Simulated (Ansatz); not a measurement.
The parent structure is AlN in the zinc blende structure (space group F-43m, No. 216; a = 4.378 Å). Axes: x, y, z lie along the cube axes.

The change: tensile biaxial strain of 1.25 % in the plane normal to [111], as in epitaxy on a mismatched substrate; the out-of-plane cell vector and the atoms relax.

Computed with Ansatz (a quantum-chemistry and plane-wave program) PBEsol, no spin-orbit coupling.

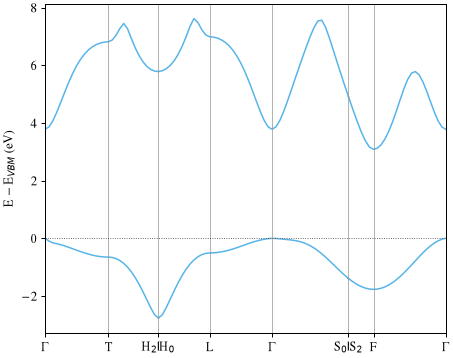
Figure. Highest valence and lowest conduction band along the path of the changed cell's own zone

Problem. Read the changed gap and its character from the plot.

Solution. About 3.1 eV, indirect, Γ → F.

Stability against distortions was not tested. This is not the structure that AlN has at room temperature and ambient pressure. k-point labels follow each cell's own Brillouin zone.
